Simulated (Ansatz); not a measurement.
# Run report: ZrHClF$_{4}$, molecular dynamics (part 1 of 3)

System: ZrHClF$_{4}$.
Method: RHF/def2-SVP (Ansatz 0.2.0).

It belongs to a series of runs on one base structure; here: dynamics from the highest image of the converged band. Figures and captions count atoms from 1; the log counts them from 0 in places.

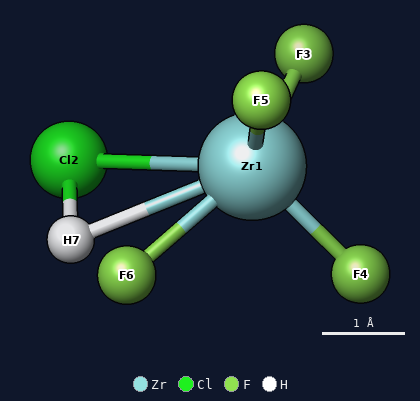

The structure as given in the input (ball-and-stick view, seen at a tilt; atoms are numbered from 1 in the order of the input). Sticks mark near contacts. Bond lengths as drawn: Cl–H 1.47 Å, Cl–Zr 2.71 Å, F–Zr 1.89 to 2.10 Å and H–Zr 2.44 Å.

**Results in brief**

```tsv
quantity	value
outcome	finished
mean temperature over the second half	938 K
trajectory	200 steps, 100 fs
ensemble	nve
temperature in the input	100.0 K
time step	0.5 fs
potential energy (last step)	−24605.5264 eV
mean-field energy (last step)	−24605.5264 eV
largest force (length of the vector) (last step)	2.160 eV/Å
hardware	2 threads of Arm Neoverse N1, 24 GiB of memory available, shared host
wall time	9.1 min (CPU time 17 min)
peak memory	0.24 GiB
```

So short a trajectory is not equilibrated.

**Input file**
```yaml
crystal:
  periodic: [false, false, false]
  atoms:
    - { symbol: Zr, position_ang: [-0.320396, 0.0, -0.067503] }
    - { symbol: Cl, position_ang: [-0.02494, 0.0, 2.629997] }
    - { symbol: F, position_ang: [1.575256, 0.0, -0.126454] }
    - { symbol: F, position_ang: [-0.743602, 1.555713, -1.047866] }
    - { symbol: F, position_ang: [-0.743602, -1.555713, -1.047866] }
    - { symbol: F, position_ang: [-2.078965, 0.0, 1.085855] }
    - { symbol: H, position_ang: [-1.404852, 0.0, 2.116338] }
basis:
  gaussian: { orbitals: def2-SVP }
hamiltonian:
  xc: hf
md:
  timestep: 0.5
  n_steps: 200
  ensemble: nve
  temperature: 100.0
  initial_velocities: maxwell_boltzmann
  seed: 10755
```

Launched with:
```bash
ansatz run input.yaml --threads 2 --pin off --max-ram 3072MiB --backend cpu --events-out ev --progress --plain --runs-dir out
```

**Output**
```
Engine: ansatz 0.2.0, aarch64-unknown-linux-gnu
Functional definition: HF
  exchange = exact_x
  correlation = 0
1130 factors; integrals over basis functions are off by at most 3.3e-4 eV
mean field evaluation 1: about -24598.8890 eV, gradient 5.7e1 eV
mean field evaluation 2: about -24598.9993 eV, gradient 5.8e1 eV
mean field evaluation 4: about -24604.9582 eV, gradient 2.0e0 eV
mean field evaluation 8: about -24605.0017 eV, gradient 8.3e-2 eV
mean field -24605.00176303 eV, -904.2171369220 hartree, gradient 8.5e-5 eV, S^2 0.000000; 0 other end points of the search recorded, 0 dependent functions left out
the calculation of the forces begins
reference -24605.00176303 eV, -904.2171369220 hartree; 33, 33 occupied and 77, 77 virtual orbitals, 1130 factors
md step     0: t =     0.00 fs  T =   100.0 K  F+E_penalty+E_count = -24605.00176303 eV  E_kin = 0.064630 eV  conserved = -24604.93713303 eV  (37 SCF iters)
these checks for a lower state are left out or cut short: starts, cluster_reference, orbital_swaps, neighbouring_geometries, increment
1130 factors; integrals over basis functions are off by at most 3.3e-4 eV
mean field evaluation 16: about -24604.9980 eV, gradient 1.4e0 eV
mean field -24605.00134732 eV, -904.2171216452 hartree, gradient 1.3e-5 eV, S^2 0.000000; 0 other end points of the search recorded, 0 dependent functions left out
the calculation of the forces begins
reference -24605.00134732 eV, -904.2171216452 hartree; 33, 33 occupied and 77, 77 virtual orbitals, 1130 factors
md step     1: t =     0.50 fs  T =    99.4 K  F+E_penalty+E_count = -24605.00134732 eV  E_kin = 0.064215 eV  conserved = -24604.93713197 eV  (39 SCF iters)
[... from here on the SCF iterations and repeated set-up lines of each step are left out, up to the last step ...]
md step     2: t =     1.00 fs  T =    97.5 K  F+E_penalty+E_count = -24605.00012961 eV  E_kin = 0.063002 eV  conserved = -24604.93712760 eV  (39 SCF iters)
md step     3: t =     1.50 fs  T =    94.5 K  F+E_penalty+E_count = -24604.99818374 eV  E_kin = 0.061064 eV  conserved = -24604.93712013 eV  (39 SCF iters)
md step     4: t =     2.00 fs  T =    90.6 K  F+E_penalty+E_count = -24604.99563264 eV  E_kin = 0.058523 eV  conserved = -24604.93710991 eV  (39 SCF iters)
md step     5: t =     2.50 fs  T =    85.9 K  F+E_penalty+E_count = -24604.99264244 eV  E_kin = 0.055545 eV  conserved = -24604.93709747 eV  (39 SCF iters)
md step     6: t =     3.00 fs  T =    81.0 K  F+E_penalty+E_count = -24604.98941379 eV  E_kin = 0.052330 eV  conserved = -24604.93708350 eV  (39 SCF iters)
md step     7: t =     3.50 fs  T =    76.0 K  F+E_penalty+E_count = -24604.98617118 eV  E_kin = 0.049103 eV  conserved = -24604.93706866 eV  (39 SCF iters)
md step     8: t =     4.00 fs  T =    71.3 K  F+E_penalty+E_count = -24604.98315142 eV  E_kin = 0.046098 eV  conserved = -24604.93705384 eV  (39 SCF iters)
md step     9: t =     4.50 fs  T =    67.4 K  F+E_penalty+E_count = -24604.98059142 eV  E_kin = 0.043552 eV  conserved = -24604.93703969 eV  (39 SCF iters)
md step    10: t =     5.00 fs  T =    64.5 K  F+E_penalty+E_count = -24604.97871752 eV  E_kin = 0.041691 eV  conserved = -24604.93702680 eV  (40 SCF iters)
md step    11: t =     5.50 fs  T =    63.0 K  F+E_penalty+E_count = -24604.97773613 eV  E_kin = 0.040721 eV  conserved = -24604.93701563 eV  (39 SCF iters)
md step    12: t =     6.00 fs  T =    63.2 K  F+E_penalty+E_count = -24604.97782690 eV  E_kin = 0.040820 eV  conserved = -24604.93700652 eV  (39 SCF iters)
md step    13: t =     6.50 fs  T =    65.2 K  F+E_penalty+E_count = -24604.97913806 eV  E_kin = 0.042138 eV  conserved = -24604.93699975 eV  (39 SCF iters)
md step    14: t =     7.00 fs  T =    69.3 K  F+E_penalty+E_count = -24604.98178348 eV  E_kin = 0.044788 eV  conserved = -24604.93699556 eV  (39 SCF iters)
md step    15: t =     7.50 fs  T =    75.6 K  F+E_penalty+E_count = -24604.98583970 eV  E_kin = 0.048846 eV  conserved = -24604.93699405 eV  (39 SCF iters)
md step    16: t =     8.00 fs  T =    84.1 K  F+E_penalty+E_count = -24604.99134233 eV  E_kin = 0.054345 eV  conserved = -24604.93699708 eV  (39 SCF iters)
md step    17: t =     8.50 fs  T =    94.8 K  F+E_penalty+E_count = -24604.99827170 eV  E_kin = 0.061266 eV  conserved = -24604.93700619 eV  (39 SCF iters)
md step    18: t =     9.00 fs  T =   107.5 K  F+E_penalty+E_count = -24605.00652958 eV  E_kin = 0.069505 eV  conserved = -24604.93702480 eV  (61 SCF iters)
md step    19: t =     9.50 fs  T =   122.0 K  F+E_penalty+E_count = -24605.01589481 eV  E_kin = 0.078837 eV  conserved = -24604.93705818 eV  (40 SCF iters)
md step    20: t =    10.00 fs  T =   137.5 K  F+E_penalty+E_count = -24605.02595484 eV  E_kin = 0.088842 eV  conserved = -24604.93711332 eV  (39 SCF iters)
md step    21: t =    10.50 fs  T =   152.9 K  F+E_penalty+E_count = -24605.03601653 eV  E_kin = 0.098819 eV  conserved = -24604.93719750 eV  (39 SCF iters)
md step    22: t =    11.00 fs  T =   166.7 K  F+E_penalty+E_count = -24605.04502073 eV  E_kin = 0.107707 eV  conserved = -24604.93731395 eV  (39 SCF iters)
md step    23: t =    11.50 fs  T =   176.5 K  F+E_penalty+E_count = -24605.05152680 eV  E_kin = 0.114073 eV  conserved = -24604.93745337 eV  (39 SCF iters)
md step    24: t =    12.00 fs  T =   180.0 K  F+E_penalty+E_count = -24605.05389010 eV  E_kin = 0.116308 eV  conserved = -24604.93758238 eV  (39 SCF iters)
md step    25: t =    12.50 fs  T =   175.1 K  F+E_penalty+E_count = -24605.05078994 eV  E_kin = 0.113153 eV  conserved = -24604.93763654 eV  (39 SCF iters)
md step    26: t =    13.00 fs  T =   161.9 K  F+E_penalty+E_count = -24605.04217608 eV  E_kin = 0.104639 eV  conserved = -24604.93753677 eV  (39 SCF iters)
md step    27: t =    13.50 fs  T =   144.1 K  F+E_penalty+E_count = -24605.03035161 eV  E_kin = 0.093107 eV  conserved = -24604.93724481 eV  (39 SCF iters)
md step    28: t =    14.00 fs  T =   129.2 K  F+E_penalty+E_count = -24605.02035952 eV  E_kin = 0.083519 eV  conserved = -24604.93684036 eV  (40 SCF iters)
md step    29: t =    14.50 fs  T =   127.0 K  F+E_penalty+E_count = -24605.01862973 eV  E_kin = 0.082095 eV  conserved = -24604.93653436 eV  (39 SCF iters)
md step    30: t =    15.00 fs  T =   144.3 K  F+E_penalty+E_count = -24605.02982848 eV  E_kin = 0.093286 eV  conserved = -24604.93654265 eV  (39 SCF iters)
md step    31: t =    15.50 fs  T =   180.8 K  F+E_penalty+E_count = -24605.05377186 eV  E_kin = 0.116871 eV  conserved = -24604.93690049 eV  (39 SCF iters)
md step    32: t =    16.00 fs  T =   228.3 K  F+E_penalty+E_count = -24605.08497289 eV  E_kin = 0.147551 eV  conserved = -24604.93742155 eV  (39 SCF iters)
md step    33: t =    16.50 fs  T =   274.7 K  F+E_penalty+E_count = -24605.11536495 eV  E_kin = 0.177511 eV  conserved = -24604.93785378 eV  (39 SCF iters)
md step    34: t =    17.00 fs  T =   309.4 K  F+E_penalty+E_count = -24605.13803940 eV  E_kin = 0.199987 eV  conserved = -24604.93805264 eV  (39 SCF iters)
md step    35: t =    17.50 fs  T =   327.2 K  F+E_penalty+E_count = -24605.14951929 eV  E_kin = 0.211500 eV  conserved = -24604.93801934 eV  (39 SCF iters)
md step    36: t =    18.00 fs  T =   328.1 K  F+E_penalty+E_count = -24605.14990774 eV  E_kin = 0.212074 eV  conserved = -24604.93783384 eV  (39 SCF iters)
md step    37: t =    18.50 fs  T =   316.0 K  F+E_penalty+E_count = -24605.14178759 eV  E_kin = 0.204206 eV  conserved = -24604.93758169 eV  (39 SCF iters)
md step    38: t =    19.00 fs  T =   296.5 K  F+E_penalty+E_count = -24605.12893959 eV  E_kin = 0.191619 eV  conserved = -24604.93732079 eV  (39 SCF iters)
md step    39: t =    19.50 fs  T =   275.9 K  F+E_penalty+E_count = -24605.11541479 eV  E_kin = 0.178334 eV  conserved = -24604.93708081 eV  (39 SCF iters)
md step    40: t =    20.00 fs  T =   260.2 K  F+E_penalty+E_count = -24605.10501224 eV  E_kin = 0.168136 eV  conserved = -24604.93687589 eV  (39 SCF iters)
md step    41: t =    20.50 fs  T =   254.2 K  F+E_penalty+E_count = -24605.10100184 eV  E_kin = 0.164285 eV  conserved = -24604.93671701 eV  (39 SCF iters)
md step    42: t =    21.00 fs  T =   261.9 K  F+E_penalty+E_count = -24605.10591086 eV  E_kin = 0.169289 eV  conserved = -24604.93662209 eV  (39 SCF iters)
md step    43: t =    21.50 fs  T =   285.6 K  F+E_penalty+E_count = -24605.12122427 eV  E_kin = 0.184601 eV  conserved = -24604.93662354 eV  (39 SCF iters)
md step    44: t =    22.00 fs  T =   325.1 K  F+E_penalty+E_count = -24605.14689213 eV  E_kin = 0.210120 eV  conserved = -24604.93677235 eV  (39 SCF iters)
md step    45: t =    22.50 fs  T =   376.7 K  F+E_penalty+E_count = -24605.18060718 eV  E_kin = 0.243477 eV  conserved = -24604.93712981 eV  (40 SCF iters)
md step    46: t =    23.00 fs  T =   432.1 K  F+E_penalty+E_count = -24605.21700670 eV  E_kin = 0.279274 eV  conserved = -24604.93773254 eV  (40 SCF iters)
md step    47: t =    23.50 fs  T =   477.9 K  F+E_penalty+E_count = -24605.24737798 eV  E_kin = 0.308869 eV  conserved = -24604.93850857 eV  (39 SCF iters)
md step    48: t =    24.00 fs  T =   498.2 K  F+E_penalty+E_count = -24605.26112870 eV  E_kin = 0.321971 eV  conserved = -24604.93915721 eV  (39 SCF iters)
md step    49: t =    24.50 fs  T =   481.9 K  F+E_penalty+E_count = -24605.25061318 eV  E_kin = 0.311481 eV  conserved = -24604.93913220 eV  (39 SCF iters)
md step    50: t =    25.00 fs  T =   434.8 K  F+E_penalty+E_count = -24605.21903196 eV  E_kin = 0.281016 eV  conserved = -24604.93801602 eV  (62 SCF iters)
md step    51: t =    25.50 fs  T =   385.5 K  F+E_penalty+E_count = -24605.18543774 eV  E_kin = 0.249158 eV  conserved = -24604.93627932 eV  (39 SCF iters)
md step    52: t =    26.00 fs  T =   373.2 K  F+E_penalty+E_count = -24605.17656850 eV  E_kin = 0.241189 eV  conserved = -24604.93537970 eV  (39 SCF iters)
md step    53: t =    26.50 fs  T =   416.9 K  F+E_penalty+E_count = -24605.20573457 eV  E_kin = 0.269473 eV  conserved = -24604.93626131 eV  (39 SCF iters)
md step    54: t =    27.00 fs  T =   497.7 K  F+E_penalty+E_count = -24605.25978173 eV  E_kin = 0.321686 eV  conserved = -24604.93809590 eV  (39 SCF iters)
md step    55: t =    27.50 fs  T =   574.5 K  F+E_penalty+E_count = -24605.31066687 eV  E_kin = 0.371299 eV  conserved = -24604.93936799 eV  (39 SCF iters)
md step    56: t =    28.00 fs  T =   615.7 K  F+E_penalty+E_count = -24605.33738689 eV  E_kin = 0.397908 eV  conserved = -24604.93947911 eV  (39 SCF iters)
md step    57: t =    28.50 fs  T =   614.5 K  F+E_penalty+E_count = -24605.33596271 eV  E_kin = 0.397172 eV  conserved = -24604.93879073 eV  (39 SCF iters)
md step    58: t =    29.00 fs  T =   583.9 K  F+E_penalty+E_count = -24605.31525780 eV  E_kin = 0.377387 eV  conserved = -24604.93787083 eV  (39 SCF iters)
md step    59: t =    29.50 fs  T =   544.1 K  F+E_penalty+E_count = -24605.28869970 eV  E_kin = 0.351627 eV  conserved = -24604.93707304 eV  (39 SCF iters)
md step    60: t =    30.00 fs  T =   513.7 K  F+E_penalty+E_count = -24605.26854618 eV  E_kin = 0.332018 eV  conserved = -24604.93652775 eV  (39 SCF iters)
md step    61: t =    30.50 fs  T =   506.2 K  F+E_penalty+E_count = -24605.26341986 eV  E_kin = 0.327159 eV  conserved = -24604.93626074 eV  (39 SCF iters)
md step    62: t =    31.00 fs  T =   528.1 K  F+E_penalty+E_count = -24605.27758149 eV  E_kin = 0.341296 eV  conserved = -24604.93628565 eV  (39 SCF iters)
md step    63: t =    31.50 fs  T =   578.6 K  F+E_penalty+E_count = -24605.31058474 eV  E_kin = 0.373943 eV  conserved = -24604.93664133 eV  (39 SCF iters)
md step    64: t =    32.00 fs  T =   648.9 K  F+E_penalty+E_count = -24605.35674563 eV  E_kin = 0.419372 eV  conserved = -24604.93737386 eV  (40 SCF iters)
md step    65: t =    32.50 fs  T =   721.5 K  F+E_penalty+E_count = -24605.40473974 eV  E_kin = 0.466295 eV  conserved = -24604.93844486 eV  (39 SCF iters)
md step    66: t =    33.00 fs  T =   772.4 K  F+E_penalty+E_count = -24605.43874723 eV  E_kin = 0.499189 eV  conserved = -24604.93955822 eV  (39 SCF iters)
md step    67: t =    33.50 fs  T =   779.2 K  F+E_penalty+E_count = -24605.44361765 eV  E_kin = 0.503601 eV  conserved = -24604.94001679 eV  (39 SCF iters)
md step    68: t =    34.00 fs  T =   737.3 K  F+E_penalty+E_count = -24605.41550900 eV  E_kin = 0.476492 eV  conserved = -24604.93901729 eV  (39 SCF iters)
md step    69: t =    34.50 fs  T =   674.4 K  F+E_penalty+E_count = -24605.37258913 eV  E_kin = 0.435859 eV  conserved = -24604.93672966 eV  (39 SCF iters)
md step    70: t =    35.00 fs  T =   642.7 K  F+E_penalty+E_count = -24605.35039566 eV  E_kin = 0.415359 eV  conserved = -24604.93503661 eV  (39 SCF iters)
md step    71: t =    35.50 fs  T =   678.0 K  F+E_penalty+E_count = -24605.37396915 eV  E_kin = 0.438211 eV  conserved = -24604.93575791 eV  (39 SCF iters)
md step    72: t =    36.00 fs  T =   765.2 K  F+E_penalty+E_count = -24605.43266850 eV  E_kin = 0.494538 eV  conserved = -24604.93813087 eV  (39 SCF iters)
md step    73: t =    36.50 fs  T =   852.2 K  F+E_penalty+E_count = -24605.49069251 eV  E_kin = 0.550787 eV  conserved = -24604.93990588 eV  (39 SCF iters)
md step    74: t =    37.00 fs  T =   896.0 K  F+E_penalty+E_count = -24605.51912719 eV  E_kin = 0.579063 eV  conserved = -24604.94006455 eV  (40 SCF iters)
md step    75: t =    37.50 fs  T =   887.2 K  F+E_penalty+E_count = -24605.51252939 eV  E_kin = 0.573420 eV  conserved = -24604.93910967 eV  (39 SCF iters)
md step    76: t =    38.00 fs  T =   844.0 K  F+E_penalty+E_count = -24605.48333664 eV  E_kin = 0.545461 eV  conserved = -24604.93787578 eV  (39 SCF iters)
md step    77: t =    38.50 fs  T =   793.5 K  F+E_penalty+E_count = -24605.44970210 eV  E_kin = 0.512839 eV  conserved = -24604.93686296 eV  (39 SCF iters)
md step    78: t =    39.00 fs  T =   759.8 K  F+E_penalty+E_count = -24605.42729943 eV  E_kin = 0.491057 eV  conserved = -24604.93624238 eV  (39 SCF iters)
md step    79: t =    39.50 fs  T =   758.1 K  F+E_penalty+E_count = -24605.42599545 eV  E_kin = 0.489950 eV  conserved = -24604.93604575 eV  (39 SCF iters)
md step    80: t =    40.00 fs  T =   793.2 K  F+E_penalty+E_count = -24605.44892279 eV  E_kin = 0.512628 eV  conserved = -24604.93629507 eV  (39 SCF iters)
md step    81: t =    40.50 fs  T =   858.7 K  F+E_penalty+E_count = -24605.49203736 eV  E_kin = 0.555005 eV  conserved = -24604.93703231 eV  (40 SCF iters)
md step    82: t =    41.00 fs  T =   936.8 K  F+E_penalty+E_count = -24605.54372245 eV  E_kin = 0.605481 eV  conserved = -24604.93824184 eV  (62 SCF iters)
md step    83: t =    41.50 fs  T =   999.5 K  F+E_penalty+E_count = -24605.58565700 eV  E_kin = 0.646006 eV  conserved = -24604.93965131 eV  (39 SCF iters)
md step    84: t =    42.00 fs  T =  1017.1 K  F+E_penalty+E_count = -24605.59786374 eV  E_kin = 0.657365 eV  conserved = -24604.94049883 eV  (39 SCF iters)
md step    85: t =    42.50 fs  T =   976.4 K  F+E_penalty+E_count = -24605.57072970 eV  E_kin = 0.631016 eV  conserved = -24604.93971329 eV  (39 SCF iters)
md step    86: t =    43.00 fs  T =   901.6 K  F+E_penalty+E_count = -24605.51985132 eV  E_kin = 0.582711 eV  conserved = -24604.93714031 eV  (40 SCF iters)
md step    87: t =    43.50 fs  T =   852.1 K  F+E_penalty+E_count = -24605.48555401 eV  E_kin = 0.550707 eV  conserved = -24604.93484692 eV  (39 SCF iters)
md step    88: t =    44.00 fs  T =   876.3 K  F+E_penalty+E_count = -24605.50171364 eV  E_kin = 0.566339 eV  conserved = -24604.93537444 eV  (39 SCF iters)
```
